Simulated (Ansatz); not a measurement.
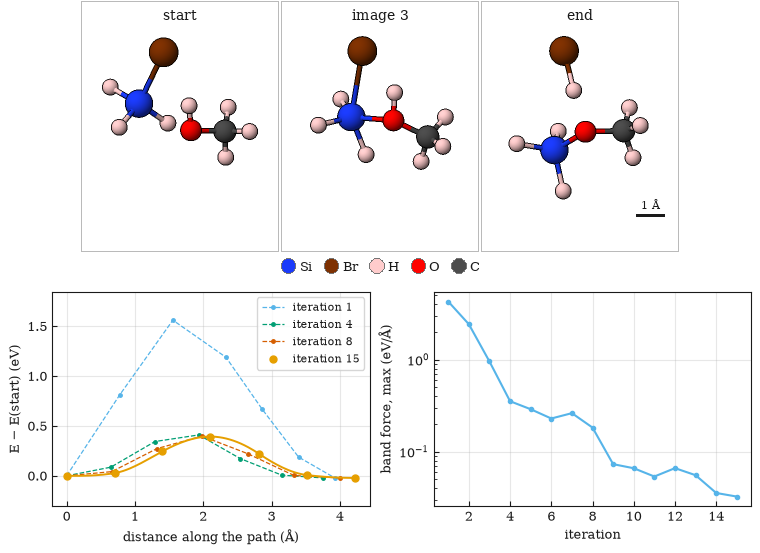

A nudged-elastic-band calculation for CH₇BrOSi, made up of SiH₃Br and CH4O. Images are numbered from 0 (start) to 6 (end). The plot follows the band through its iterations. Style: ball-and-stick. Shown from a free direction.

Computed with RKS LDA/def2-SVP in Ansatz. Set-up: 5 movable images; climbing image; force threshold 0.05 eV/Å; iteration limit 60; starting path through a guess of the saddle point.

> Did the band converge, and can the barrier be trusted?

The result is final at these settings. The band converged in 15 iterations. The largest component of the band force went from 4.3 to 0.032 eV/Å. The climbing image converged on the top of the path. Its vibrational analysis gives one imaginary mode (219i cm⁻¹), as a transition state must have. The first iteration put the highest image at 1.56 eV. Forward barrier 0.39 eV, backward barrier 0.41 eV, with image 3 at the top; the reaction energy is −0.02 eV.

Limits of the set-up: the start holds two separate molecules, 2.4 Å apart at their closest, whose relative position is a soft coordinate and is computed without a dispersion correction.

The run took 110 s on 2 threads of Arm Neoverse V1, on a shared host, peak memory 0.17 GiB.
